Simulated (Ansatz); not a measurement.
# Nudged elastic band of C2H7NOSi

System: C2H7NOSi.
Method: RKS BLYP/6-31G* (Ansatz 0.2.0).

One setting was made poor on purpose. It belongs to a series of runs on one base structure; here: band between the two ends. Figures and captions count atoms from 1; the log counts them from 0 in places.

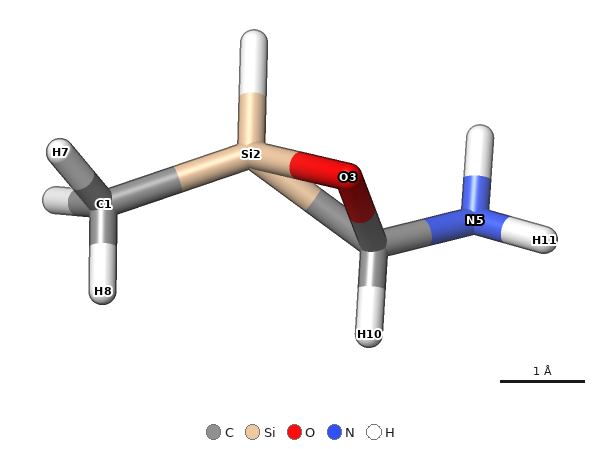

The starting structure (stick view, seen at a tilt; atoms are numbered from 1 in the order of the input). Bond lengths as drawn: C–H 1.10 Å, C–N 1.42 Å, C–O 1.60 Å, C–Si 1.85 to 1.89 Å, H–N 1.02 to 1.03 Å, H–Si 1.50 Å and O–Si 1.69 Å.

### The input
```yaml
crystal:
  periodic: [false, false, false]
  atoms:
    - { symbol: C, position_ang: [-1.385484, 0.955947, 1.404918] }
    - { symbol: Si, position_ang: [0.186887, 0.403258, 0.52105] }
    - { symbol: O, position_ang: [0.650456, -1.221208, 0.549007] }
    - { symbol: C, position_ang: [0.24614, -0.745013, -0.921992] }
    - { symbol: "N", position_ang: [1.244286, -0.78821, -1.925635] }
    - { symbol: H, position_ang: [-1.663226, 1.981212, 1.105011] }
    - { symbol: H, position_ang: [-1.240426, 0.955876, 2.49955] }
    - { symbol: H, position_ang: [-2.225694, 0.282622, 1.172214] }
    - { symbol: H, position_ang: [1.282491, 1.419537, 0.656896] }
    - { symbol: H, position_ang: [-0.64258, -1.318932, -1.213802] }
    - { symbol: H, position_ang: [1.553149, -1.74924, -2.124263] }
    - { symbol: H, position_ang: [2.071102, -0.23105, -1.689055] }
basis:
  gaussian: { orbitals: "6-31G*" }
hamiltonian:
  xc: blyp
neb:
  order_check: false
  images: 2
  f_tol: 0.05
  max_iterations: 60
  climbing: false
  final_atoms:
    - { symbol: C, position_ang: [-1.24574957, 0.95030179, 0.91775158] }
    - { symbol: Si, position_ang: [0.26013751, -0.16060978, 0.60404865] }
    - { symbol: O, position_ang: [0.24084174, -1.5965117, 1.49996603] }
    - { symbol: C, position_ang: [0.2086233, -0.7050781, -1.19910089] }
    - { symbol: "N", position_ang: [1.1028764, -0.24364098, -2.04171271] }
    - { symbol: H, position_ang: [-1.12219465, 1.93383784, 0.42974637] }
    - { symbol: H, position_ang: [-1.37489669, 1.12689635, 1.99943801] }
    - { symbol: H, position_ang: [-2.17263909, 0.49508019, 0.53143274] }
    - { symbol: H, position_ang: [1.49970732, 0.5468823, 1.10410294] }
    - { symbol: H, position_ang: [-0.31073257, -2.27932621, 1.06425861] }
    - { symbol: H, position_ang: [1.10506487, -0.54114029, -3.03157351] }
    - { symbol: H, position_ang: [1.88606244, 0.4181076, -1.84445881] }
  initial_path:
    images:
      - { positions_ang: [[-1.385484, 0.955947, 1.404918], [0.186887, 0.403258, 0.52105], [0.650456, -1.221208, 0.549007], [0.24614, -0.745013, -0.921992], [1.244286, -0.78821, -1.925635], [-1.663226, 1.981212, 1.105011], [-1.240426, 0.955876, 2.49955], [-2.225694, 0.282622, 1.172214], [1.282491, 1.419537, 0.656896], [-0.64258, -1.318932, -1.213802], [1.553149, -1.74924, -2.124263], [2.071102, -0.23105, -1.689055]] }
      - { positions_ang: [[-1.36787525, 0.9088886, 1.34343503], [0.1553803, 0.54765061, 0.43577781], [0.57299372, -1.05210243, 0.38273415], [0.23738822, -0.65706006, -0.96802244], [1.24241893, -0.71017954, -1.96859063], [-1.67712002, 1.99924144, 1.21051921], [-1.26915994, 0.76206716, 2.41033359], [-2.20791575, 0.34403124, 0.98506105], [1.33576606, 1.42666391, 0.7179276], [-0.42178201, -1.50635547, -0.67519402], [1.34984953, -1.64285407, -2.29901201], [2.12715721, -0.47519239, -1.54107033]] }
      - { positions_ang: [[-1.3212971, 0.90700687, 1.18104623], [0.17979714, 0.35969468, 0.46344402], [0.43645563, -1.17720367, 0.69972049], [0.22488265, -0.64374842, -1.06039208], [1.1952824, -0.52865653, -2.0072832], [-1.49677624, 1.98345006, 0.985431], [-1.31398351, 0.81907394, 2.24362959], [-2.19023078, 0.41485063, 0.7714673], [1.4081715, 1.13577901, 0.86699658], [-0.3111662, -1.82648688, 0.08415951], [1.20048815, -1.24015417, -2.60144884], [2.06547735, -0.25880652, -1.5928716]] }
      - { positions_ang: [[-1.24574957, 0.95030179, 0.91775158], [0.26013751, -0.16060978, 0.60404865], [0.24084174, -1.5965117, 1.49996603], [0.2086233, -0.7050781, -1.19910089], [1.1028764, -0.24364098, -2.04171271], [-1.12219465, 1.93383784, 0.42974637], [-1.37489669, 1.12689635, 1.99943801], [-2.17263909, 0.49508019, 0.53143274], [1.49970732, 0.5468823, 1.10410294], [-0.31073257, -2.27932621, 1.06425861], [1.10506487, -0.54114029, -3.03157351], [1.88606244, 0.4181076, -1.84445881]] }
```

Run on 2 threads of Arm Neoverse V2, 24 GiB of memory available, shared host.

Command:
```bash
ansatz run input.yaml --threads 2 --pin off --max-ram 3072MiB --backend cpu --events-out ev --progress --plain --runs-dir out
```

### The program's output
```
Engine: ansatz 0.2.0, aarch64-unknown-linux-gnu
Functional definition: BLYP
  parameter beta = 0.0042
  parameter a = 0.04918
  parameter b = 0.132
  parameter c = 0.2533
  parameter d = 0.349
  exchange = b88_x(beta = beta)
  correlation = lyp_c(a = a, b = b, c = c, d = d)
1163 factors; their error is unknown
mean field evaluation 1: about -13584.6414 eV, gradient 8.4e1 eV
mean field evaluation 2: about -13530.3204 eV, gradient 1.7e2 eV
mean field evaluation 4: about -13599.3110 eV, gradient 1.3e1 eV
mean field evaluation 8: about -13599.6599 eV, gradient 2.5e-1 eV
mean field evaluation 16: about -13599.5713 eV, gradient 4.5e-4 eV
mean field -13599.57132229 eV, -499.7750279737 hartree, gradient 2.8e-5 eV, S^2 0.000000; 0 other end points of the search recorded, 0 dependent functions left out
the calculation of the forces begins
reference -13599.57162390 eV, -499.7750390577 hartree; 24, 24 occupied and 69, 69 virtual orbitals, 1163 factors
1163 factors; their error is unknown
mean field evaluation 32: about -13598.9298 eV, gradient 1.4e-3 eV
mean field -13598.92979897 eV, -499.7514524266 hartree, gradient 1.2e-5 eV, S^2 0.000000; 0 other end points of the search recorded, 0 dependent functions left out
[... from here on the field's lines of each further geometry are left out, up to the last ...]
NEB iter   1: max|band force component| = 8.369e0 eV/Å  barrier→ = 3.8271 eV  barrier← = 3.1855 eV  Δτ_max = 0.2000 Å  (116 SCF iters)
NEB iter   2: max|band force component| = 5.051e0 eV/Å  barrier→ = 2.1692 eV  barrier← = 1.5276 eV  Δτ_max = 0.2000 Å  (75 SCF iters)
NEB iter   3: max|band force component| = 4.357e0 eV/Å  barrier→ = 1.3181 eV  barrier← = 0.6766 eV  Δτ_max = 0.1970 Å  (68 SCF iters)
NEB iter   4: max|band force component| = 1.318e0 eV/Å  barrier→ = 0.9359 eV  barrier← = 0.2944 eV  Δτ_max = 0.1339 Å  (67 SCF iters)
NEB iter   5: max|band force component| = 1.653e0 eV/Å  barrier→ = 0.8491 eV  barrier← = 0.2076 eV  Δτ_max = 0.0673 Å  (60 SCF iters)
NEB iter   6: max|band force component| = 1.365e0 eV/Å  barrier→ = 0.8429 eV  barrier← = 0.2014 eV  Δτ_max = 0.0662 Å  (62 SCF iters)
NEB iter   7: max|band force component| = 7.943e-1 eV/Å  barrier→ = 0.8230 eV  barrier← = 0.1815 eV  Δτ_max = 0.1342 Å  (60 SCF iters)
NEB iter   8: max|band force component| = 5.456e-1 eV/Å  barrier→ = 0.8081 eV  barrier← = 0.1666 eV  Δτ_max = 0.1342 Å  (69 SCF iters)
NEB iter   9: max|band force component| = 3.326e-1 eV/Å  barrier→ = 0.8008 eV  barrier← = 0.1593 eV  Δτ_max = 0.1121 Å  (62 SCF iters)
NEB iter  10: max|band force component| = 2.447e-1 eV/Å  barrier→ = 0.8045 eV  barrier← = 0.1629 eV  Δτ_max = 0.1338 Å  (62 SCF iters)
NEB iter  11: max|band force component| = 1.802e-1 eV/Å  barrier→ = 0.8118 eV  barrier← = 0.1703 eV  Δτ_max = 0.1340 Å  (61 SCF iters)
NEB iter  12: max|band force component| = 2.979e-1 eV/Å  barrier→ = 0.8185 eV  barrier← = 0.1769 eV  Δτ_max = 0.0672 Å  (61 SCF iters)
NEB iter  13: max|band force component| = 1.669e-1 eV/Å  barrier→ = 0.8154 eV  barrier← = 0.1738 eV  Δτ_max = 0.0671 Å  (63 SCF iters)
NEB iter  14: max|band force component| = 2.399e-1 eV/Å  barrier→ = 0.8129 eV  barrier← = 0.1714 eV  Δτ_max = 0.0336 Å  (63 SCF iters)
NEB iter  15: max|band force component| = 2.204e-1 eV/Å  barrier→ = 0.8066 eV  barrier← = 0.1651 eV  Δτ_max = 0.0336 Å  (63 SCF iters)
NEB iter  16: max|band force component| = 2.337e-1 eV/Å  barrier→ = 0.8026 eV  barrier← = 0.1610 eV  Δτ_max = 0.0168 Å  (64 SCF iters)
NEB iter  17: max|band force component| = 1.688e-1 eV/Å  barrier→ = 0.8010 eV  barrier← = 0.1595 eV  Δτ_max = 0.0168 Å  (65 SCF iters)
NEB iter  18: max|band force component| = 6.367e-2 eV/Å  barrier→ = 0.7984 eV  barrier← = 0.1568 eV  Δτ_max = 0.0336 Å  (65 SCF iters)
NEB iter  19: max|band force component| = 7.422e-2 eV/Å  barrier→ = 0.7936 eV  barrier← = 0.1521 eV  Δτ_max = 0.0168 Å  (64 SCF iters)
NEB iter  20: max|band force component| = 7.352e-2 eV/Å  barrier→ = 0.7918 eV  barrier← = 0.1502 eV  Δτ_max = 0.0168 Å  (64 SCF iters)
NEB iter  21: max|band force component| = 7.469e-2 eV/Å  barrier→ = 0.7891 eV  barrier← = 0.1476 eV  Δτ_max = 0.0168 Å  (66 SCF iters)
NEB iter  22: max|band force component| = 7.938e-2 eV/Å  barrier→ = 0.7861 eV  barrier← = 0.1446 eV  Δτ_max = 0.0168 Å  (64 SCF iters)
NEB iter  23: max|band force component| = 8.363e-2 eV/Å  barrier→ = 0.7834 eV  barrier← = 0.1419 eV  Δτ_max = 0.0168 Å  (64 SCF iters)
NEB iter  24: max|band force component| = 8.991e-2 eV/Å  barrier→ = 0.7805 eV  barrier← = 0.1389 eV  Δτ_max = 0.0168 Å  (65 SCF iters)
NEB iter  25: max|band force component| = 9.646e-2 eV/Å  barrier→ = 0.7776 eV  barrier← = 0.1361 eV  Δτ_max = 0.0336 Å  (64 SCF iters)
NEB iter  26: max|band force component| = 1.101e-1 eV/Å  barrier→ = 0.7722 eV  barrier← = 0.1307 eV  Δτ_max = 0.0672 Å  (63 SCF iters)
NEB iter  27: max|band force component| = 1.342e-1 eV/Å  barrier→ = 0.7615 eV  barrier← = 0.1200 eV  Δτ_max = 0.1343 Å  (62 SCF iters)
NEB iter  28: max|band force component| = 1.796e-1 eV/Å  barrier→ = 0.7407 eV  barrier← = 0.0991 eV  Δτ_max = 0.1342 Å  (59 SCF iters)
NEB iter  29: max|band force component| = 2.002e-1 eV/Å  barrier→ = 0.7220 eV  barrier← = 0.0804 eV  Δτ_max = 0.1341 Å  (62 SCF iters)
NEB iter  30: max|band force component| = 1.903e-1 eV/Å  barrier→ = 0.7020 eV  barrier← = 0.0605 eV  Δτ_max = 0.1340 Å  (62 SCF iters)
NEB iter  31: max|band force component| = 6.149e-1 eV/Å  barrier→ = 0.7290 eV  barrier← = 0.0874 eV  Δτ_max = 0.0673 Å  (61 SCF iters)
NEB iter  32: max|band force component| = 1.622e-1 eV/Å  barrier→ = 0.6737 eV  barrier← = 0.0322 eV  Δτ_max = 0.1339 Å  (61 SCF iters)
NEB iter  33: max|band force component| = 1.136e-1 eV/Å  barrier→ = 0.6607 eV  barrier← = 0.0192 eV  Δτ_max = 0.1342 Å  (61 SCF iters)
NEB iter  34: max|band force component| = 8.688e-2 eV/Å  barrier→ = 0.6512 eV  barrier← = 0.0097 eV  Δτ_max = 0.1338 Å  (62 SCF iters)
NEB iter  35: max|band force component| = 2.757e-1 eV/Å  barrier→ = 0.6501 eV  barrier← = 0.0086 eV  Δτ_max = 0.0479 Å  (60 SCF iters)
NEB iter  36: max|band force component| = 7.825e-2 eV/Å  barrier→ = 0.6427 eV  barrier← = 0.0012 eV  Δτ_max = 0.0099 Å  (64 SCF iters)
NEB iter  37: max|band force component| = 5.249e-2 eV/Å  barrier→ = 0.6423 eV  barrier← = 0.0007 eV  Δτ_max = 0.0263 Å  (66 SCF iters)
NEB iter  38: max|band force component| = 7.314e-2 eV/Å  barrier→ = 0.6427 eV  barrier← = 0.0011 eV  Δτ_max = 0.0132 Å  (65 SCF iters)
the calculation of the forces begins
reference -13599.52941991 eV, -499.7734880897 hartree; 24, 24 occupied and 69, 69 virtual orbitals, 1163 factors
1163 factors; their error is unknown
mean field evaluation 640: about -13584.0259 eV, gradient 8.5e1 eV
mean field -13598.92938100 eV, -499.7514370664 hartree, gradient 1.8e-5 eV, S^2 0.000000; 1 other end points of the search recorded, 0 dependent functions left out
the calculation of the forces begins
reference -13598.92968573 eV, -499.7514482649 hartree; 24, 24 occupied and 69, 69 virtual orbitals, 1163 factors
NEB iter  39: max|band force component| = 3.669e-2 eV/Å  barrier→ = 0.6419 eV  barrier← = 0.0004 eV  Δτ_max = 0.0000 Å  (128 SCF iters)
```

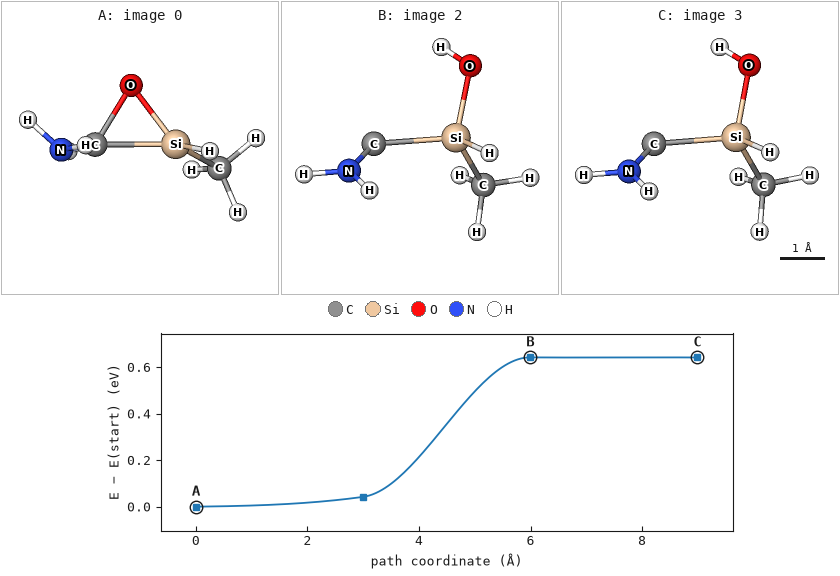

Images of the last band (counted from 0; ball-and-stick, seen at a tilt) above the energy along the path; the line is a cubic interpolation that uses the forces. The highest image is number 2, 0.642 eV above the start and 0.000 eV above the end; the end lies 0.642 eV above the start. The path is 8.99 Å long. The band converged in 39 iterations.

```
Total energy: -13598.92968573 eV, -499.7514482649 hartree
Atom 0 at    -1.303318     0.899836     0.891455 Å, force     0.000800    -0.014031    -0.011751 eV/Å
Atom 1 at     0.350528     0.025737     0.569783 Å, force    -0.010595     0.013744    -0.010301 eV/Å
Atom 2 at     0.735080    -1.138734     1.735031 Å, force     0.012234    -0.005104     0.012100 eV/Å
Atom 3 at     0.198488    -0.916882    -1.056334 Å, force     0.009791    -0.005579     0.018231 eV/Å
Atom 4 at     0.894086    -0.513155    -2.093886 Å, force    -0.036394     0.020714    -0.013270 eV/Å
Atom 5 at    -1.320591     1.336511     1.904774 Å, force     0.005623    -0.002895    -0.005770 eV/Å
Atom 6 at    -2.150632     0.198879     0.804791 Å, force     0.003478     0.014066    -0.001297 eV/Å
Atom 7 at    -1.466532     1.719506     0.168329 Å, force    -0.002542    -0.003252     0.010463 eV/Å
Atom 8 at     1.472057     1.032516     0.698918 Å, force    -0.001295     0.004377     0.002782 eV/Å
Atom 9 at     0.281032    -1.988638     1.557600 Å, force    -0.006825    -0.006144    -0.007043 eV/Å
Atom 10 at     0.841847    -1.012421    -2.997176 Å, force     0.013312    -0.010359     0.002635 eV/Å
Atom 11 at     1.545054     0.301643    -2.149385 Å, force     0.012413    -0.005536     0.003223 eV/Å
Dipole moment:     0.046462     0.143904    -0.611496 e Å
this run last wrote the band of iteration 39 to [file]
```

### The last band as extended XYZ (Å, eV, eV/Å)
```
12
Properties=species:S:1:pos:R:3:forces:R:3 image=0 energy=-13599.57132
C    -1.3855    0.9559    1.4049    0.0001  -0.0043  -0.0018
Si    0.1869    0.4033    0.5211    0.0024   0.0001   0.0052
O     0.6505   -1.2212    0.5490   -0.0100  -0.0012  -0.0069
C     0.2461   -0.7450   -0.9220    0.0005  -0.0054  -0.0010
N     1.2443   -0.7882   -1.9256    0.0092   0.0059   0.0043
H    -1.6632    1.9812    1.1050   -0.0001   0.0032  -0.0048
H    -1.2404    0.9559    2.4996    0.0012  -0.0016  -0.0012
H    -2.2257    0.2826    1.1722    0.0007  -0.0028   0.0003
H     1.2825    1.4195    0.6569    0.0001   0.0020  -0.0025
H    -0.6426   -1.3189   -1.2138    0.0032   0.0023   0.0126
H     1.5531   -1.7492   -2.1243   -0.0079   0.0049  -0.0004
H     2.0711   -0.2311   -1.6891    0.0006  -0.0032  -0.0037
12
Properties=species:S:1:pos:R:3:forces:R:3 image=1 energy=-13599.52911
C    -1.3599    0.9610    1.2715   -0.0057   0.0062   0.0004
Si    0.3288    0.3790    0.6460    0.0089   0.0018   0.0029
O     1.1674   -0.8177    1.3201   -0.0020   0.0103  -0.0051
C     0.2427   -0.8746   -0.7701   -0.0031  -0.0002   0.0060
N     1.0561   -0.8995   -1.8323    0.0001  -0.0029   0.0033
H    -1.2562    1.5308    2.2115   -0.0004   0.0016   0.0092
H    -2.0340    0.1108    1.4690    0.0054  -0.0002   0.0082
H    -1.8403    1.6258    0.5304   -0.0048  -0.0019   0.0125
H     1.0625    1.5963    0.1139   -0.0060   0.0058  -0.0088
H    -0.2565   -1.8306   -0.5775   -0.0131  -0.0031  -0.0395
H     1.3619   -1.7663   -2.2820    0.0132  -0.0119   0.0112
H     1.6045   -0.0702   -2.0667    0.0077  -0.0056  -0.0005
12
Properties=species:S:1:pos:R:3:forces:R:3 image=2 energy=-13598.92938
C    -1.3033    0.8998    0.8915    0.0008  -0.0140  -0.0118
Si    0.3505    0.0257    0.5698   -0.0106   0.0137  -0.0103
O     0.7351   -1.1387    1.7350    0.0122  -0.0051   0.0121
C     0.1985   -0.9169   -1.0563    0.0098  -0.0056   0.0182
N     0.8941   -0.5132   -2.0939   -0.0364   0.0207  -0.0133
H    -1.3206    1.3365    1.9048    0.0056  -0.0029  -0.0058
H    -2.1506    0.1989    0.8048    0.0035   0.0141  -0.0013
H    -1.4665    1.7195    0.1683   -0.0025  -0.0033   0.0105
H     1.4721    1.0325    0.6989   -0.0013   0.0044   0.0028
H     0.2810   -1.9886    1.5576   -0.0068  -0.0061  -0.0070
H     0.8418   -1.0124   -2.9972    0.0133  -0.0104   0.0026
H     1.5451    0.3016   -2.1494    0.0124  -0.0055   0.0032
12
Properties=species:S:1:pos:R:3:forces:R:3 image=3 energy=-13598.92980
C    -1.2457    0.9503    0.9178   -0.0011   0.0040   0.0025
Si    0.2601   -0.1606    0.6040   -0.0031  -0.0109   0.0065
O     0.2408   -1.5965    1.5000    0.0070   0.0105   0.0039
C     0.2086   -0.7051   -1.1991   -0.0041   0.0058   0.0020
N     1.1029   -0.2436   -2.0417    0.0042  -0.0117  -0.0093
H    -1.1222    1.9338    0.4297   -0.0008   0.0014   0.0006
H    -1.3749    1.1269    1.9994    0.0034  -0.0005  -0.0028
H    -2.1726    0.4951    0.5314   -0.0025  -0.0025  -0.0013
H     1.4997    0.5469    1.1041    0.0022   0.0007  -0.0002
H    -0.3107   -2.2793    1.0643   -0.0052  -0.0044  -0.0075
H     1.1051   -0.5411   -3.0316    0.0012   0.0017   0.0047
H     1.8861    0.4181   -1.8445   -0.0012   0.0060   0.0008
```

### Summary

```csv
quantity,value
outcome,converged
"barrier, forward",0.642 eV
"barrier, backward",0.000 eV
wall time,2 min (CPU time 3.8 min)
peak memory,0.14 GiB
```

### Remarks

A deliberately poor setting: few images. The order of the saddle point was not checked.
